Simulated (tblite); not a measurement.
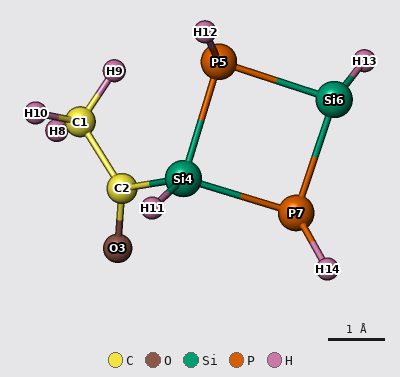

Starting structure of C2H7OP2Si2 (multiplicity 2). Style: ball-and-stick. Shown at a tilt.

All numbers below come from GFN2-xTB geometry optimisation, gas phase in tblite 0.8.0.

```xyz
14

C    -2.0564    0.8744    0.4971
C    -1.5485   -0.2921   -0.2685
O    -2.1567   -0.8302   -1.1711
Si    0.1081   -0.9575    0.2094
P     1.2869    0.6834    1.1028
Si    2.7201    0.4758   -0.5731
P     1.4356   -1.0095   -1.5306
H    -2.9203    1.3300   -0.0323
H    -1.2663    1.6244    0.7001
H    -2.3485    0.4864    1.5108
H     0.0595   -2.1784    1.0469
H     1.8229    0.3012    2.3963
H     2.8375    1.7789   -1.2546
H     2.0253   -2.2873   -1.8151
```

Question: What does the optimiser find from here?

Answer: The energy falls by 85.6 kJ/mol in 185 geometry steps. H9 moves most after the best rigid fit: 1.87 Å. By element the largest moves are H 1.87 Å, O 1.75 Å, P 0.73 Å, C 0.67 Å, Si 0.50 Å. Near-neighbour distances that change, for instance: Si6–P7 2.185 → 2.281 Å, Si4–P7 2.189 → 2.272 Å, C2–Si4 1.848 → 1.921 Å, P5–H12 1.451 → 1.383 Å. Bond angles that change, for instance: Si4–P7–H14 115.3° → 94.6°, Si6–P7–H14 116.8° → 96.7°, Si6–P5–H12 114.2° → 96.7°. Groups turn about C2–Si4 by about 75°.

Final geometry:

```xyz
14

C    -1.8119    1.0096   -0.1150
C    -1.6551   -0.4353    0.2570
O    -2.5763   -1.1742    0.4951
Si    0.1528   -1.0810    0.3344
P     1.3430    0.2796    1.7107
Si    2.4294    0.7139   -0.2473
P     1.1751   -0.5908   -1.6350
H    -2.8574    1.3092   -0.1198
H    -1.3778    1.1618   -1.1036
H    -1.2516    1.6195    0.5940
H     0.1896   -2.4956    0.6984
H     2.1911   -0.7219    2.1469
H     2.0442    2.1022   -0.5887
H     2.0039   -1.6976   -1.6090
```

After the run, drawn alike:

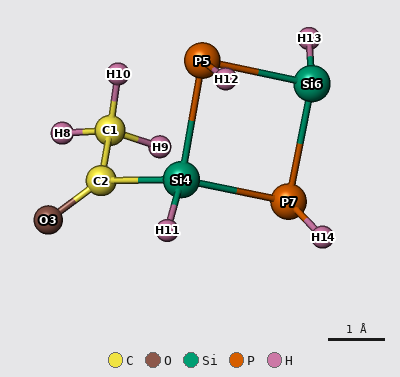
